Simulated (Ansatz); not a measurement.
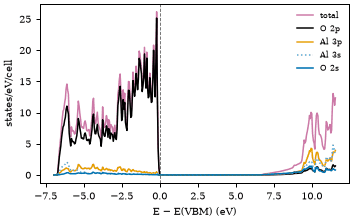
Total and projected density of states of Al2O3 in space group Pbcn (No. 60; Al on 8d, O on 8d, O on 4c), DFT-r²SCAN in the program Ansatz with PAW potentials

Problem. Which orbitals carry the states next to the gap?

Solution. Top 1 eV of the valence band: O 2p 96 %. Bottom 1 eV of the conduction band: Al 3s 41 %, O 2s 37 %, Al 3p 15 %, O 2p 6 %. Projections are on Löwdin-orthogonalised atomic valence shells; empty p or d shells of many metals are not among them.

The workflow started from a Materials Project entry (that database holds measured and hypothetical structures alike); the Crystallography Open Database copy checked does not list it. It is not the phase usual at ambient conditions (space group No. 167). Symmetry was held in the r²SCAN relaxation; whether a distortion lowers the energy is not shown.

Potentials: the later of the program's two PAW sets.
